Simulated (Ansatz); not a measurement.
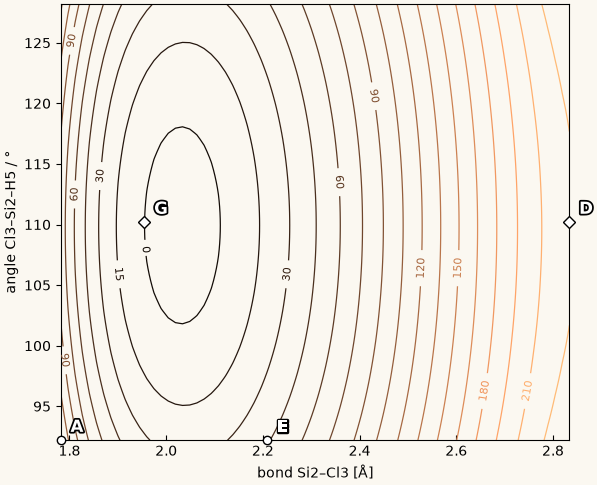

BrClFHSi, SMILES F[SiH](Cl)Br. Two internal coordinates are moved rigidly from the geometry relaxed at PBE0-D4/def2-TZVP, all others fixed. Coordinates scanned: (1) bond Si2–Cl3; (2) angle Cl3–Si2–H5. Grid: 5 × 5 points. Points are written as (first, second). Energies are in kJ/mol, from the lowest grid point. Theory: RHF-CCSD(T), frozen core/def2-TZVPP (Ansatz 0.2.0).

The picture shows contour lines labelled in kJ/mol, lettered points. Between grid points the surface is interpolated.

### Rank the lettered points by energy, lowest first.

G (0 kJ/mol), E (44 kJ/mol), A (120 kJ/mol), D (222 kJ/mol).
